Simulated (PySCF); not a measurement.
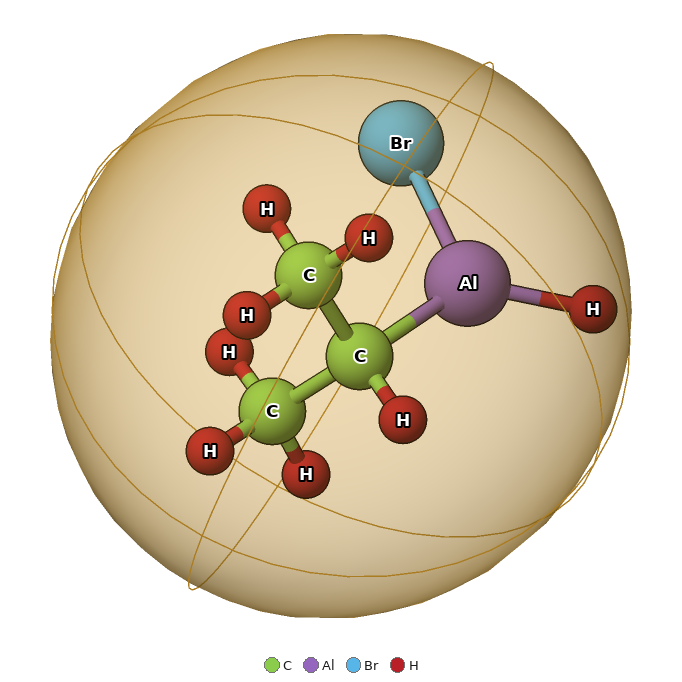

The ellipsoid shows the static dipole polarisability: its half-axes are proportional to the principal values. The geometry was computed by an optimisation with PBE0-D3(BJ)/def2-SVP. No frequency run is at hand to confirm it as a minimum. Method: PBE0/def2-TZVPD (PySCF 2.14.0).

### Give the principal values, the mean and the anisotropy.

Principal values 78.5, 85.8, 97.1 bohr³; mean 87.1 bohr³ (12.91 Å³); anisotropy 16.2 bohr³, so the longest axis is 1.24 times the shortest.
